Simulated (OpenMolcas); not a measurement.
SnSiH6O (SMILES [SiH3][O][SnH3]): the HOMO–LUMO gap, rung by rung

SnSiH6O: 9 atoms, total charge 0, spin state singlet. SMILES: `[SiH3][O][SnH3]`. The coordinates come from a PBE0-D4/def2-TZVP relaxation.

Quantity: the HOMO–LUMO gap, in eV. The values are calculated.

```csv
level,kind,program,value (eV),CPU time
HF/def2-SVP (core potential),Hartree–Fock,OpenMolcas,14.29,13 s
BLYP/def2-SVP (core potential),GGA,OpenMolcas,5.36,59 s
revPBE/def2-SVP (core potential),GGA,OpenMolcas,5.45,58 s
M06-L/def2-SVP (core potential),meta-GGA,OpenMolcas,6.30,70 s
TPSS/def2-SVP (core potential),meta-GGA,OpenMolcas,5.74,80 s
r2SCAN/def2-SVP (core potential),meta-GGA,OpenMolcas,6.09,73 s
BHLYP/def2-SVP (core potential),global hybrid,OpenMolcas,9.90,52 s
PBE0/def2-SVP (core potential),global hybrid,OpenMolcas,7.67,52 s
```

The values span 5.36 to 14.29 eV. Orbital gaps aren't excitation energies; they tend to grow with the share of exact exchange. CPU times are rough (shared hosts, several kinds of processor and program).

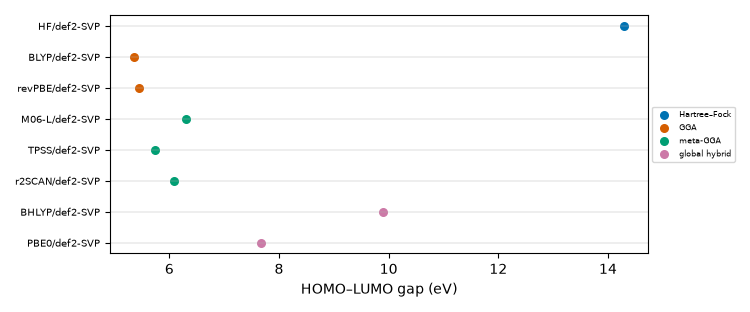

The values of the table, level by level.
